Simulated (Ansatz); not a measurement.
**ClF3H2OW···Cl (doublet): density, localisation and related maps**

Input file:

```
crystal:
  periodic: [false, false, false]
  atoms:
    - { symbol: W, position_ang: [0.0, 0.0, 0.0] }
    - { symbol: Cl, position_ang: [0.0, 0.0, 2.64] }
    - { symbol: F, position_ang: [1.85, 0.0, 0.0] }
    - { symbol: H, position_ang: [0.0, 1.72, 0.0] }
    - { symbol: O, position_ang: [-1.94, 0.0, 0.0] }
    - { symbol: H, position_ang: [-2.2771, -0.1263, 0.9437] }
    - { symbol: F, position_ang: [0.0, -1.85, 0.0] }
    - { symbol: F, position_ang: [0.0, 0.0, -1.85] }
    - { symbol: Cl, position_ang: [0.0, 0.0, 4.98] }
magnetization:
  spin_polarized: true
  initial_magnetization: 1
basis:
  gaussian: { orbitals: def2-SVP }
hamiltonian:
  xc: pbe
relax:
  f_tol: 0.15
  max_steps: 25
  restrain:
    - { distance: [1, 8], at: 3.24, k: 30.0 }
    - { distance: [0, 1], at: 2.39, k: 30.0 }
output:
  orbitals: {}
```

Run with:

```sh
ansatz run input.yaml --threads 4 --pin off --max-ram 5120MiB --backend cpu --events-out ev --progress --plain --runs-dir out
```

The fields are those of the run's last geometry, not of the input's.

Core potentials replace the inner electrons of W.

Level of theory: UKS PBE/def2-SVP (Ansatz).

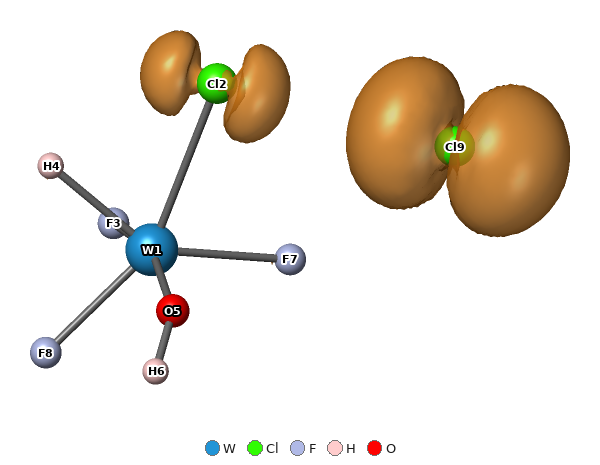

Figure 1. Isosurfaces of the spin density at +0.03 (orange) and −0.03 e/Å³ (purple), seen at an oblique angle.

### Describe the spin distribution.

The unpaired spin (1 electron) lies mostly on Cl9 (about 0.8) and Cl2 (about 0.1), in electrons by Hirshfeld's partition. Only one sign reaches the isovalue.

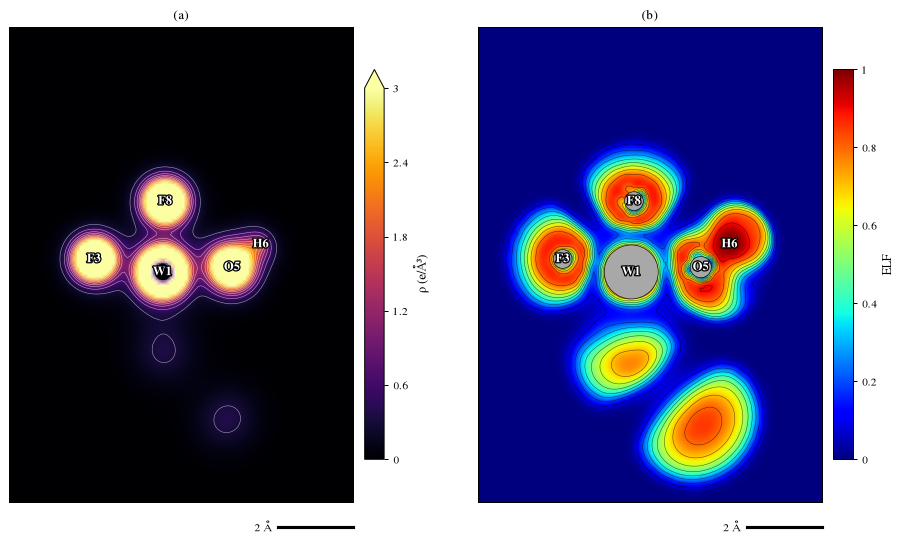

Figure 2. (a) electron density; (b) electron localisation function on the plane of atoms O5, W1 and F8. Grey discs cover the atomic cores in the ELF map.

### What do the fields say about this system?

- Atoms in the plane: W, F, O and H.
- W–O (1.85 Å): the density is about 1.2 e/Å³ at the midpoint; the ELF peaks at about 0.85 in the valence shell of O, 0.6 Å from its nucleus, and drops to about 0.30 between the two atoms.
- W–F (1.87 Å): ρ at the midpoint is about 1.1 e/Å³; the ELF peaks at about 0.85 in the valence shell of F, 0.5 Å from its nucleus, and drops to about 0.25 between the two atoms.
- O–H (0.98 Å): the density is about 3.6 e/Å³ at the midpoint; the ELF climbs to about 1 towards the hydrogen, as it does in any bond to H: a covalent bond by its length.

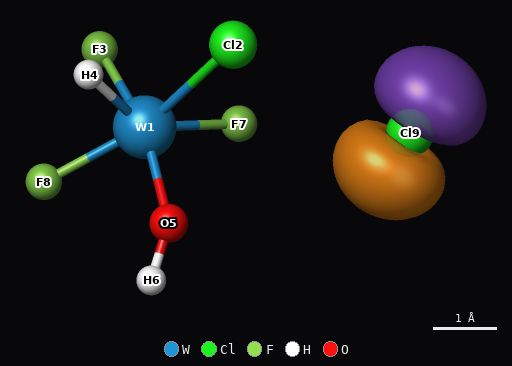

Figure 3. The HOMO−1 (β) at ±0.2 Å⁻³ᐟ² (orange and purple are the two phases), seen at a tilt.

### What is the character of this orbital?

By Hirshfeld shares it lies mainly on Cl9 (about 100 %); largely a lone pair of Cl9. Its energy is −6.59 eV.

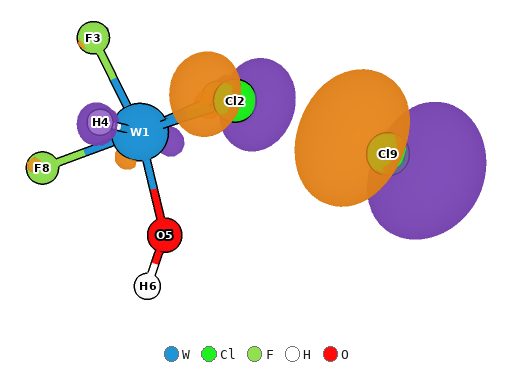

Figure 4. One frontier orbital at ±0.1 Å⁻³ᐟ² (orange and purple are the two phases), seen across its widest extent.

### Which orbital is it: HOMO (β) or LUMO (β)?

The LUMO (β), at −6.22 eV. Its weight (Hirshfeld) is mainly on Cl9 (about 85 %) and Cl2 (about 10 %).
